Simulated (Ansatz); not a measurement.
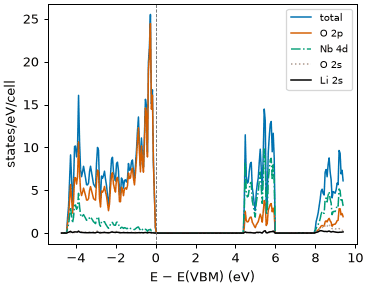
*Total and projected density of states of LiNbO₃ in space group R-3 (No. 148; Li on 6c, Nb on 6c, O on 18f), plane-wave PAW r²SCAN (Ansatz code)*

### Question
Which orbitals carry the states next to the gap?

### Answer
Top 1 eV of the valence band: O 2p 94 %. Bottom 1 eV of the conduction band: Nb 4d 72 %, O 2p 23 %. Projections are on Löwdin-orthogonalised atomic valence shells; empty p or d shells of many metals are not among them.

### Question
Where is the tallest occupied peak in this window, and what makes it?

### Answer
Near -0.3 eV, about 26 states/eV per cell; the largest projected share is O 2p.

The first step of the workflow began from a Materials Project structure, measured or hypothetical; the Crystallography Open Database files this formula in space group No. 148, but the cells were not matched. It is not the phase usual at ambient conditions (space group No. 161). The r²SCAN relaxation kept the symmetry of its start; whether a distortion lowers the energy is not shown. No spin polarisation was allowed. Spin–orbit coupling is left out wherever it is not named.

Potentials: the earlier of the program's two PAW sets. The files were generated under PBE; for other functionals the program regenerates the frozen cores, and for LDA and PBEsol the local potential too.
